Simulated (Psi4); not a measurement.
# One shape, several levels: SiPH5 (SMILES [SiH3]P)

We compute a comparison of 3 runs (PBE0/def2-SVP, ACPF/6-31+G*) of SiPH5. 

The results are computed with Psi4 1.11.

1 further run of the same task is left out (set aside as unsound or not needed).

### Step 1. Starting point

SiPH5: 7 atoms, total charge 0, spin state singlet. As SMILES, `[SiH3]P`. The shape is that of a GFN2-xTB optimisation.

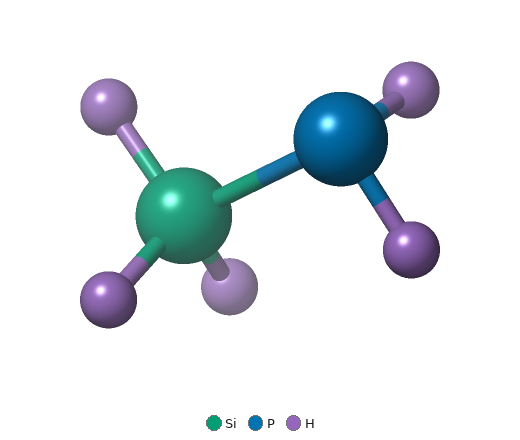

Viewed from a chosen angle; silicon teal, phosphorus blue, hydrogen purple.

### Step 2. Energy and gradient at PBE0/def2-SVP (run 1)

File job.in:

```
memory 1600 MB

molecule {
  Si    -1.21099319    -0.68323048    -0.74818037
  P      2.00558523    -0.01723430     1.90423922
  H     -3.44969504    -1.13939147     0.80566584
  H     -0.56487693    -2.91836075    -2.23862626
  H     -1.68282001     1.45302931    -2.44466310
  H      1.25606316     2.38150845     2.62127690
  H      3.64671789     0.92367923     0.10026887
  units bohr
  symmetry c1
}

set puream true
set e_convergence 1e-09
set d_convergence 1e-08
set scf_type pk
set dft_radial_points 99
set dft_spherical_points 590

e_tot, wfn = gradient("pbe0/def2-SVP", return_wfn=True)
print_variables()
```

Launch:

```bash
$ psi4 -i job.in -o job.out -n 1
```

job.out:

```text
[...]
  Running in c1 symmetry.
[...]
  Nuclear repulsion =   91.502975548906178
[...]
  Multiplicity = 1
[...]
  Nalpha       = 17
  Nbeta        = 17
[...]
    Number of basis functions: 61
[...]
   @RKS iter   1:  -633.33974872660997   -2.68724e-01   3.82251e-03 DIIS/ADIIS
[...]
   @RKS iter  10:  -633.37902455582991   -4.54747e-13   1.19624e-09 DIIS
[...]
    Orbital Energies [Eh]
    ---------------------
    Doubly Occupied:
       1A    -77.186184     2A    -66.238692     3A     -6.603649
       4A     -5.336498     5A     -4.743478     6A     -4.742611
       7A     -4.739488     8A     -3.673838     9A     -3.672794
      10A     -3.672746    11A     -0.673412    12A     -0.545627
      13A     -0.413739    14A     -0.380295    15A     -0.363059
      16A     -0.341042    17A     -0.274195
[...]
  @RKS Final Energy:  -633.37902455582991
   => Energetics <=
    Nuclear Repulsion Energy =             91.5029755489061785
    One-Electron Energy =               -1058.0766132563862811
    Two-Electron Energy =                 367.7730319598721280
    DFT Exchange-Correlation Energy =     -34.5784188082220254
    Empirical Dispersion Energy =           0.0000000000000000
    VV10 Nonlocal Energy =                  0.0000000000000000
    Total Energy =                       -633.3790245558300285
[...]
 Multipole Moments:
 ------------------------------------------------------------------------------------
     Multipole            Electronic (a.u.)      Nuclear  (a.u.)        Total (a.u.)
 ------------------------------------------------------------------------------------
 L = 1.  Multiply by 2.5417464519 to convert [e a0] to [Debye]
 Dipole X            :          2.1476036           -2.2444638           -0.0968602
 Dipole Y            :         -0.6795104            0.9415574            0.2620470
 Dipole Z            :          2.4226626           -2.6650463           -0.2423837
 Magnitude           :                                                    0.3698654
[...]
  -Total Gradient:
     Atom            X                  Y                   Z
    ------   -----------------  -----------------  -----------------
       1       -0.005715102383    -0.004381172936    -0.002571212497
       2       -0.001559663720     0.022821353409    -0.014712935347
       3        0.010147454667     0.003045018070    -0.005436105063
       4       -0.000984951107     0.009977265177     0.006467015082
       5        0.003007184728    -0.008086627174     0.007537971012
       6        0.008040007583    -0.018202996407    -0.006822428014
       7       -0.012935413839    -0.005173590025     0.015537696412
[...]
```

Wall time 8.1 s (1 thread of Intel Xeon 6975P-C (Granite Rapids), shared host); peak memory 0.84 GiB.

### Step 3. A single-point energy at ACPF/6-31+G(d) (density fitting, Cartesian functions) (run 2)

File input.dat:

```
memory 1600 MB

molecule geom {
  0 1
  Si
  P 1 R2
  H 1 R3 2 A3
  H 1 R4 3 A4 2 D4
  H 1 R5 3 A5 4 D5
  H 2 R6 1 A6 3 D6
  H 2 R7 6 A7 1 D7

  R2 = 2.234185
  R3 = 1.46213
  A3 = 106.8596
  R4 = 1.462168
  A4 = 111.05503
  D4 = 116.07187
  R5 = 1.464997
  A5 = 109.50707
  D5 = 121.03128
  R6 = 1.382955
  A6 = 95.66174
  D6 = -73.9219
  R7 = 1.383264
  A7 = 92.23632
  D7 = 96.08387
  symmetry c1
}

set scf_type df
set freeze_core true

E, wfn = energy("acpf/6-31+G*", return_wfn=True)
```

Launch:

```bash
$ psi4 -i input.dat -o output.dat -n 1
```

output.dat:

```text
[...]
  Running in c1 symmetry.
[...]
  Nuclear repulsion =   91.502962128020997
[...]
  Multiplicity = 1
[...]
  Nalpha       = 17
  Nbeta        = 17
[...]
    Number of basis functions: 56
[...]
   @DF-RHF iter   1:  -632.49330230698502   -4.79293e-01   3.27956e-03 ADIIS/DIIS
[...]
   @DF-RHF iter  10:  -632.53484213787215   -3.52429e-12   4.88984e-09 DIIS
[...]
    Orbital Energies [Eh]
    ---------------------
    Doubly Occupied:
       1A    -79.920802     2A    -68.771665     3A     -7.477077
       4A     -6.132733     5A     -5.371470     6A     -5.370848
       7A     -5.369625     8A     -4.238684     9A     -4.238618
      10A     -4.238455    11A     -0.869974    12A     -0.711248
      13A     -0.543099    14A     -0.507518    15A     -0.489781
      16A     -0.451632    17A     -0.368035
[...]
  @DF-RHF Final Energy:  -632.53484213787215
   => Energetics <=
    Nuclear Repulsion Energy =             91.5029621280209966
    One-Electron Energy =               -1057.9330852692455665
    Two-Electron Energy =                 333.8952810033525225
    Total Energy =                       -632.5348421378721468
[...]
 Multipole Moments:
 ------------------------------------------------------------------------------------
     Multipole            Electronic (a.u.)      Nuclear  (a.u.)        Total (a.u.)
 ------------------------------------------------------------------------------------
 L = 1.  Multiply by 2.5417464519 to convert [e a0] to [Debye]
 Dipole X            :         -1.1105462            1.3792791            0.2687328
 Dipole Y            :          0.6518793           -0.8088635           -0.1569842
 Dipole Z            :          2.9682554           -3.2357305           -0.2674751
 Magnitude           :                                                    0.4103710
[...]
      * SCS-MP2 total energy:                 -632.726330378124
[...]
      * MP2 total energy:                     -632.717633882684
[...]
```

Wall time 2.6 s (1 thread of Intel Xeon 6975P-C (Granite Rapids), shared host); peak memory 0.25 GiB.

### Step 4. A single-point energy at ACPF/6-31+G(d) (sfX2C, density fitting, Cartesian functions) (run 3)

File h5psi.json:

```json
{
  "schema_name": "qcschema_input",
  "schema_version": 1,
  "molecule": {
    "schema_name": "qcschema_molecule",
    "schema_version": 2,
    "symbols": ["Si", "P", "H", "H", "H", "H", "H"],
    "geometry": [-1.21099319, -0.68323048, -0.74818037, 2.00558523, -0.0172343, 1.90423922, -3.44969504, -1.13939147, 0.80566584, -0.56487693, -2.91836075, -2.23862626, -1.68282001, 1.45302931, -2.4446631, 1.25606316, 2.38150845, 2.6212769, 3.64671789, 0.92367923, 0.10026887],
    "molecular_charge": 0,
    "molecular_multiplicity": 1,
    "fix_symmetry": "c1"
  },
  "driver": "energy",
  "model": {
    "method": "acpf",
    "basis": "6-31+G*"
  },
  "keywords": {
    "scf_type": "df",
    "freeze_core": true,
    "relativistic": "x2c"
  }
}
```

Launch:

```bash
$ psi4 --qcschema h5psi.json -n 1 --memory 1600MB
```

stdout:

```text
[...]
  Running in c1 symmetry.
[...]
  Nuclear repulsion =   91.502975548906178
[...]
  Multiplicity = 1
[...]
  Nalpha       = 17
  Nbeta        = 17
[...]
    Number of basis functions: 56
[...]
    WARNING: The X2C and Dirac Hamiltonians have substatially different eigenvalues!
             This is probably caused by the recontraction of the basis set.
[...]
   @DF-RHF iter   1:  -633.76844526371679   -4.88058e-01   3.30725e-03 ADIIS/DIIS
[...]
   @DF-RHF iter  10:  -633.81045923076658   -4.32010e-12   4.91759e-09 DIIS
[...]
    Orbital Energies [Eh]
    ---------------------
    Doubly Occupied:
       1A    -80.162611     2A    -68.956219     3A     -7.517396
       4A     -6.161975     5A     -5.378487     6A     -5.377861
       7A     -5.376621     8A     -4.243466     9A     -4.243396
      10A     -4.243235    11A     -0.871512    12A     -0.712210
      13A     -0.542644    14A     -0.507202    15A     -0.489442
      16A     -0.451268    17A     -0.368002
[...]
  @DF-RHF Final Energy:  -633.81045923076658
   => Energetics <=
    Nuclear Repulsion Energy =             91.5029755489061785
    One-Electron Energy =               -1059.4197716506005236
    Two-Electron Energy =                 334.1063368709276915
    Total Energy =                       -633.8104592307665826
[...]
 Multipole Moments:
 ------------------------------------------------------------------------------------
     Multipole            Electronic (a.u.)      Nuclear  (a.u.)        Total (a.u.)
 ------------------------------------------------------------------------------------
 L = 1.  Multiply by 2.5417464519 to convert [e a0] to [Debye]
 Dipole X            :          2.0852497           -2.2444638           -0.1592141
 Dipole Y            :         -0.7043238            0.9415574            0.2372336
 Dipole Z            :          2.3781018           -2.6650463           -0.2869445
 Magnitude           :                                                    0.4049272
[...]
      * SCS-MP2 total energy:                 -634.002238986488
[...]
      * MP2 total energy:                     -633.993551498941
[...]
```

The result, in JSON:

```text
{
 "driver": "energy",
 "model": {
  "method": "acpf",
  "basis": "6-31+G*"
 },
 "success": true,
 "return_result": -634.0378507604299,
 "properties": {
  "calcinfo_nbasis": 56,
  "calcinfo_nmo": 56,
  "calcinfo_nalpha": 17,
  "calcinfo_nbeta": 17,
  "calcinfo_natom": 7,
  "nuclear_repulsion_energy": 91.50297554890618,
  "return_energy": -634.0378507604299,
  "scf_one_electron_energy": -1059.4197716506005,
  "scf_two_electron_energy": 334.1063368709277,
  "scf_dipole_moment": [-0.15921407814166377, 0.2372335969556465, -0.28694447964068504],
  "scf_total_energy": -633.8104592307666,
  "scf_iterations": 10,
  "mp2_same_spin_correlation_energy": -0.032228037794290065,
  "mp2_opposite_spin_correlation_energy": -0.15086423038038752,
  "mp2_singles_energy": 0.0,
  "mp2_doubles_energy": -0.18309226817467758,
  "mp2_correlation_energy": -0.18309226817467758,
  "mp2_total_energy": -633.9935514989413
 }
}
```

It took 2.7 s on 1 thread of Intel Xeon 6975P-C (Granite Rapids), shared host; peak memory 0.26 GiB.

### Step 5. Overview of the runs

```
run                                                       level      task  integrals  energy (Eh)  HOMO energy (eV)  LUMO energy (eV)  HOMO–LUMO gap (eV)  wall time
  1                                               PBE0/def2-SVP  gradient         pk  -633.379025             -7.46              0.86                8.32      8.1 s
  2         ACPF/6-31+G* (density fitting, Cartesian functions)    energy         df  -632.761895            -10.01              1.72               11.74      2.6 s
  3  ACPF/6-31+G* (sfX2C, density fitting, Cartesian functions)    energy         df  -634.037851            -10.01              1.72               11.73      2.7 s
```

### Step 6. Results

```
                                           quantity          value
                                run 3: total energy  -634.03785 Eh
         run 3: HOMO energy (Hartree–Fock orbitals)      -10.01 eV
         run 3: LUMO energy (Hartree–Fock orbitals)        1.72 eV
       run 3: HOMO–LUMO gap (Hartree–Fock orbitals)       11.73 eV
run 3: correlation energy (10 core orbitals frozen)     -227.4 mEh
```

Some runs of one species differ in core potentials or relativity; totals across that change don't compare. All runs together took 13 s, the longest 8.1 s.
